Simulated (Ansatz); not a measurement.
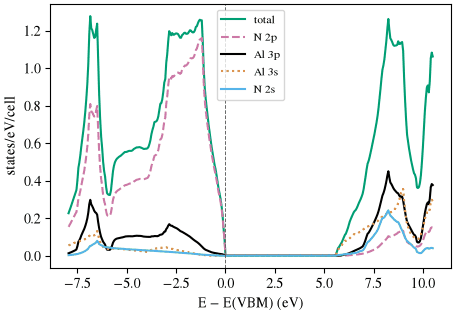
Figure. Total and projected density of states of AlN (rock salt, space group No. 225), the program Ansatz at the r²SCAN level (PAW)

Which orbitals carry the states next to the gap?

Top 1 eV of the valence band: N 2p 94 %. Bottom 1 eV of the conduction band: Al 3s 60 %, Al 3p 8 %, N 2s 7 %, outside the projected shells 24 %. Projections are on Löwdin-orthogonalised atomic valence shells; empty p or d shells of many metals are not among them.

Where is the tallest occupied peak in this window, and what makes it?

Near -6.8 eV, about 1.3 states/eV per cell; the largest projected share is N 2p.

Space group Fm-3m (rock salt). This is a known high-pressure phase of the composition, computed here at zero pressure and temperature. The cell was relaxed with r²SCAN under the symmetry of its start; whether a distortion lowers the energy is not shown.

Potentials: the later of the program's two PAW sets.
